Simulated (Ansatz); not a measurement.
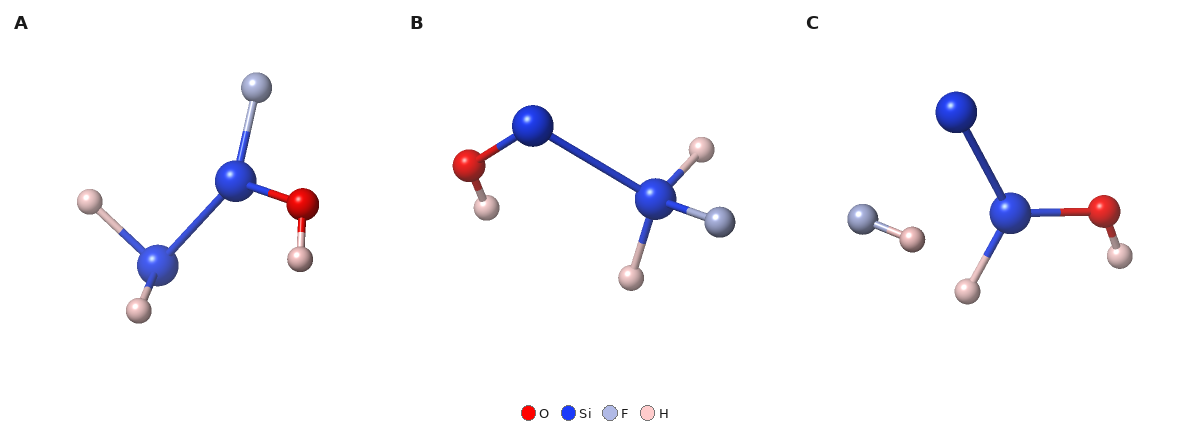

3 stationary structures of one formula. Geometries: PBE0-D4/def2-TZVP. Electronic energies: PBE-D4/def2-TZVPP (Ansatz 0.2.0), without zero-point energy. No frequency run is at hand to confirm each as a minimum. Each is one conformer, not always the lowest.

Which structure is the most stable?

Answer. A is lowest (C1); B lies 7.3 kcal/mol above it (C1), C lies 69.1 kcal/mol above it (C1).
